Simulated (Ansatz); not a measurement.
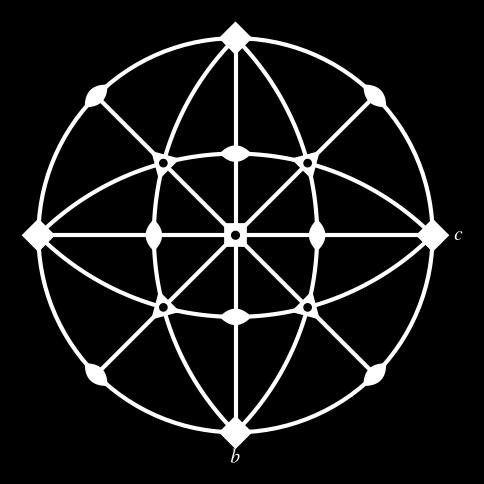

Stereographic projection: heavy lines are mirror planes (a heavy rim: a mirror in the plane of the page); lens, triangle, square and hexagon are 2-, 3-, 4- and 6-fold axes, a lens in an open square is −4, a triangle in an open hexagon −6; thin dashed diameters join the ends of axes that lie in the page; a small open circle marks inversion. The a axis points at the viewer. Computed from the symmetry operations of a computed or model structure of composition Cu, which need not be its known form.

### Which point group is this?

m-3m (Oh), order 48, cubic system: three fourfold axes, four threefold axes, six twofold axes, nine mirror planes, an inversion centre.

### Can such a crystal be piezoelectric, pyroelectric or chiral?

It is centrosymmetric, so neither piezoelectric nor pyroelectric; it is not chiral.
